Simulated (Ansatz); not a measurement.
A series of calculations on SiN$_{2}$H$_{6}$O$_{2}$

**1. Relaxation**

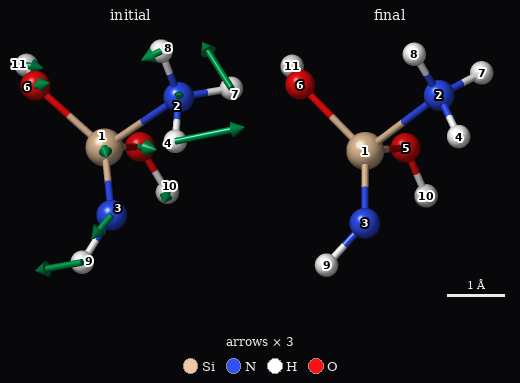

The structure of SiN$_{2}$H$_{6}$O$_{2}$ (started from a transition state, displaced along its imaginary mode) before (left) and after (right) a relaxation, at one scale. The green arrows give the displacements, 3 times their true length.

Style: ball-and-stick. Shown from a free direction.

These are results of RKS PBE0-D4/def2-TZVP in Ansatz 0.2.0, not measurements.

Input file:
```yaml
crystal:
  periodic: [false, false, false]
  atoms:
    - {symbol: Si, position_ang: [-0.533067, -0.111818, 0.031452]}
    - {symbol: N, position_ang: [1.325811, 0.413634, 0.181914]}
    - {symbol: N, position_ang: [-0.037199, -1.523127, 0.610041]}
    - {symbol: H, position_ang: [1.422320, -0.449922, 0.501957]}
    - {symbol: O, position_ang: [-0.955175, 0.191242, -1.544728]}
    - {symbol: O, position_ang: [-1.338770, 1.065650, 0.855818]}
    - {symbol: H, position_ang: [1.863889, 0.583240, -0.663382]}
    - {symbol: H, position_ang: [1.543705, 1.121542, 0.875620]}
    - {symbol: H, position_ang: [-0.530554, -2.323493, 0.922217]}
    - {symbol: H, position_ang: [-0.846431, -0.585317, -2.097700]}
    - {symbol: H, position_ang: [-1.914327, 1.618368, 0.326689]}
basis:
  gaussian: {orbitals: def2-TZVP}
hamiltonian: {xc: pbe0, dispersion: d4}
relax: {f_tol: 0.005, max_steps: 200}
```

Launched with:
```bash
ansatz run in.yaml --threads 8 --pin off --events-out ev --progress --plain --max-ram 19148MiB
```

Q: Summarise the run.

A: After 13 accepted moves (15 points after the start) the energy has fallen by 47.0 kJ/mol. Largest force component: 6.1 eV/Å at the start, 0.0028 eV/Å at the end. The line search rejected the trial steps at points 6, 8 of the run. H4 moves most after the best rigid fit: 0.43 Å. Largest moves by element: H 0.43 Å, N 0.19 Å, O 0.15 Å, Si 0.09 Å. Among the contacts that change: N2–H4 0.926 → 1.019 Å, N3–H9 0.991 → 1.005 Å, Si1–N2 1.938 → 1.924 Å, Si1–N3 1.604 → 1.599 Å. Bond angles that change, for instance: Si1–N2–H4 82.8° → 100.7°, N2–Si1–N3 85.1° → 95.9°, N2–Si1–O5 105.6° → 99.4°. The run took 34 s on 8 threads of Arm Neoverse V1 (shared host).

**2. Relaxation**

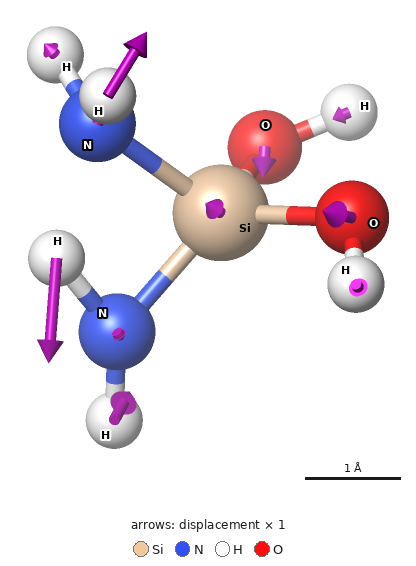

A relaxation of SiN2H6O2 (started from a transition state, displaced along its imaginary mode). The starting structure is drawn; purple arrows show the displacements, at their true length. The two geometries are superimposed by the best rigid fit.

Style: ball-and-stick. Shown at a tilt.

These are results of RKS PBE0-D4/def2-TZVP in Ansatz, not measurements.

Input
```yaml
crystal:
  periodic: [false, false, false]
  atoms:
    - {symbol: Si, position_ang: [-0.404150, 0.041020, -0.007151]}
    - {symbol: N, position_ang: [1.315125, 0.495272, 0.142520]}
    - {symbol: N, position_ang: [0.092573, -1.426439, 0.596998]}
    - {symbol: H, position_ang: [1.060593, -0.913249, 0.622299]}
    - {symbol: O, position_ang: [-0.970335, 0.178148, -1.545949]}
    - {symbol: O, position_ang: [-1.359491, 1.044931, 0.864089]}
    - {symbol: H, position_ang: [1.861147, 0.643461, -0.689807]}
    - {symbol: H, position_ang: [1.558590, 1.171350, 0.850980]}
    - {symbol: H, position_ang: [-0.388830, -2.257251, 0.932502]}
    - {symbol: H, position_ang: [-0.834799, -0.588656, -2.104734]}
    - {symbol: H, position_ang: [-1.930222, 1.611413, 0.338153]}
basis:
  gaussian: {orbitals: def2-TZVP}
hamiltonian: {xc: pbe0, dispersion: d4}
relax: {f_tol: 0.005, max_steps: 200}
```

Run as
```bash
ansatz run in.yaml --threads 8 --pin off --events-out ev --progress --plain --max-ram 19148MiB
```

### Describe the change and its energy.

The largest move after the best rigid fit is that of H4, 1.12 Å. Largest moves by element: H 1.12 Å, O 0.50 Å, N 0.44 Å, Si 0.27 Å. Among the contacts that change: N2–H4 1.510 → 3.023 Å, Si1–H4 1.858 → 2.392 Å, N3–H4 1.096 → 1.004 Å, Si1–N2 1.785 → 1.699 Å. Bond angles that change, for instance: Si1–N3–H4 81.9° → 122.6°, H4–N3–H9 142.5° → 113.6°, N2–Si1–N3 84.6° → 112.2°. Groups turn about Si1–O5 by about 60°, Si1–N3 by about 35°, Si1–N2 by about 30°. Over 14 accepted moves (16 points after the start) the energy falls by 1.592 eV. Largest force component: 2.3 eV/Å at the start, 0.0022 eV/Å at the end. The line search rejected the trial steps at points 11, 13 of the run. The run took 33 s on 8 threads of Arm Neoverse V1, on a shared host.

**3. Reaction**

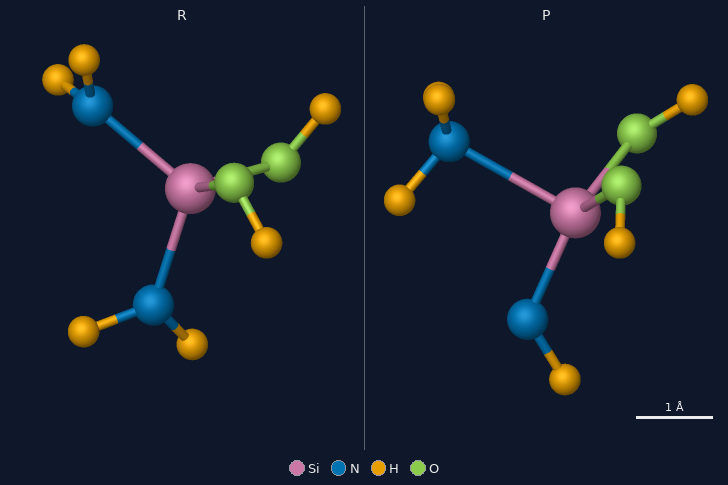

Reactant (R) and product (P) of one elementary step of SiN$_{2}$H$_{6}$O$_{2}$. Style: ball-and-stick. Shown face on.

Stationary points at PBE0-D4/def2-TZVP, single-point energies with CCSD(T)/CBS, CAM-B3LYP-D4, PBE-QIDH, BHLYP-D4 (def2-TZVPP where no basis is named; Ansatz 0.2.0). The energies are electronic, without zero-point or thermal terms, and both ends are the minima reached downhill from the saddle, with any fragments still in contact. CCSD(T)/CBS stands for a frozen-core estimate: MP2 correlation extrapolated from def2-TZVPP and def2-QZVPP, CCSD(T) minus MP2 from the smaller set.

### Predict the saddle point between them and the barrier.

From R over the saddle to P, a bond forms: H–N (3.02 → 1.21 → 1.02 Å). A bond breaks: H–N (1.00 → 1.45 → 2.37 Å). The saddle has one imaginary mode, 1265i cm⁻¹. With CCSD(T)/CBS the barrier is 2.26 eV from R and 0.40 eV from P, and P lies 1.87 eV above R.

```
       level  barrier from R (eV)  barrier from P (eV)  P less R (eV)
 CCSD(T)/CBS                 2.26                 0.40           1.87
CAM-B3LYP-D4                 2.30                 0.35           1.95
    PBE-QIDH                 2.25                 0.33           1.93
    BHLYP-D4                 2.47                 0.44           2.03
```

Against CCSD(T)/CBS, PBE-QIDH comes closest on the barrier from R (−0.01 eV) and BHLYP-D4 misses most (+0.20 eV).

The saddle point in the same view, with dashed sticks for the bonds that form or break:

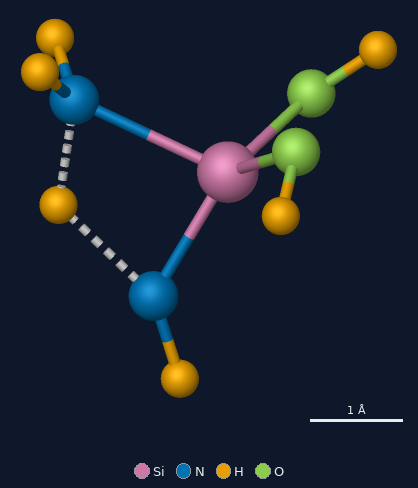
